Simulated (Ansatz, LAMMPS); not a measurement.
# Settings and their price: glassy nearly rigid 77ZrO2-23SiO2 (mol %) at 1800 K (90 atoms)

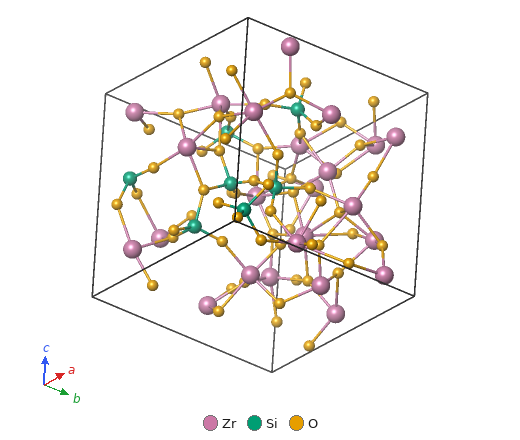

The cell (zirconium pink, silicon teal, oxygen orange). Some periodic images of atoms are drawn too.

Density of this cell: 4.39 g/cm³. The cell holds 90 atoms: 23 Zr, 7 Si and 60 O. Its edges and angles: a = 10.716 Å, b = 10.716 Å, c = 10.716 Å, α = 90.0°, β = 90.0°, γ = 90.0°. 90 atoms (23 Zr, 7 Si, 60 O) placed at random at 4.39 g/cm³, melted at 4000 K for 10 ps at fixed volume with the Morse and Coulomb pair potential with partial charges (Pedone, Malavasi, Menziani, Cormack and Segre, J. Phys. Chem. B 110, 11780 (2006)). Snapshot at the end of a hold of 10 ps at 1800 K and fixed volume.

Geometry: as built.

Reference run: Kohn-Sham DFT, PBE, PAW (set soft_2), plane waves (Ansatz 0.2.0), cutoff 420 eV, Γ point, fixed occupations.

| Item | Value |
| --- | --- |
| r.m.s. force component | 1.891 eV/Å |
| pressure | -1.812 GPa |
| gap (highest filled to lowest empty level) | 2.666 eV |
| SCF cycles | 11 |
| time | 12 s on 8 threads of Arm Neoverse V2, shared host |

Variants, in no order:
A. support functions medium, spacing 0.33 Å
B. support functions medium, spacing 0.165 Å
C. support functions medium, spacing 0.275 Å

**Question.** Rank the variants by how far their forces lie from the reference's, least first.

B, C, A.

| variant | Δ force, r.m.s. (meV/Å) | share of r.m.s. force (%) |
| --- | --- | --- |
| B. support functions medium, spacing 0.165 Å | 1.7 | 0.0899 |
| C. support functions medium, spacing 0.275 Å | 3.6 | 0.190 |
| A. support functions medium, spacing 0.33 Å | 43.8 | 2.32 |

[Hosts, paths, dates, database ids (printed as entryN), source tags and the programs' standing remarks are cut or masked in the printed files.]
